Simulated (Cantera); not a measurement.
Feed: 1 mol Fe(CO)5, 0.42 mol CO, a varied amount of N2, held at 825 K and 3.20 mbar.

These are equilibrium values from Cantera (NASA tables, ideal gas, pure condensed phases), not measurements of a reactor. Candidate condensed phases: C, Fe, Fe(CO)5, FeO, Fe2O3, Fe3O4; 27 gas species. Condensed phases not in the tables: cementite and carbon dissolved in iron. Rates play no part.

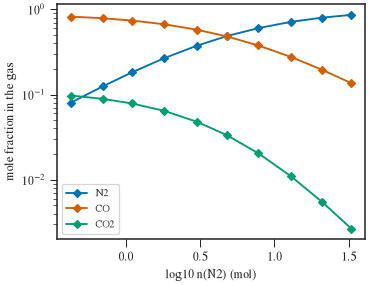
Figure. Equilibrium gas composition (values under 1e-9 drawn at 1e-9)

From 0.43 mol N2 to 33 mol N2 the condensed part is C(graphite) + Fe(α).
